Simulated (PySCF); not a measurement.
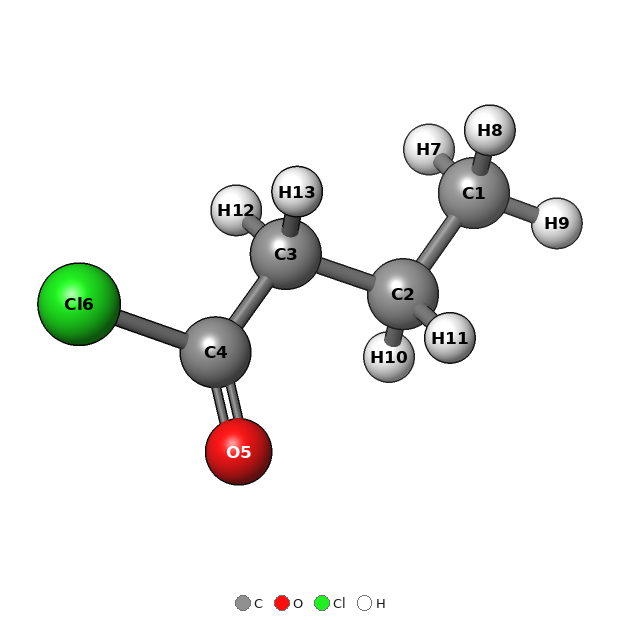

The computed structure is the end point of a GFN2-xTB optimisation. No frequency run is at hand to confirm it as a minimum. Electric field gradients from the ground-state density, PBE0/pcSseg-1 (PySCF 2.14.0), non-relativistic apart from any core potentials.

Give the largest field-gradient component, the quadrupole coupling constant and the asymmetry for 17O at O5 (Q = −25.6 mb), 35Cl at Cl6 (Q = −81.7 mb), 2H at H7 (Q = 2.86 mb), 2H at H9 (Q = 2.86 mb), 2H at H10 (Q = 2.86 mb), 2H at H12 (Q = 2.86 mb).

| atom | V_zz (a.u.) | e²qQ/h (MHz) | η |
| --- | --- | --- | --- |
| O5 | −1.610 | 9.68 | 0.51 |
| Cl6 | 3.174 | −60.9 | 0.29 |
| H7 | 0.314 | 0.211 | 0.02 |
| H9 | 0.316 | 0.213 | 0.02 |
| H10 | 0.303 | 0.204 | 0.04 |
| H12 | 0.298 | 0.200 | 0.05 |
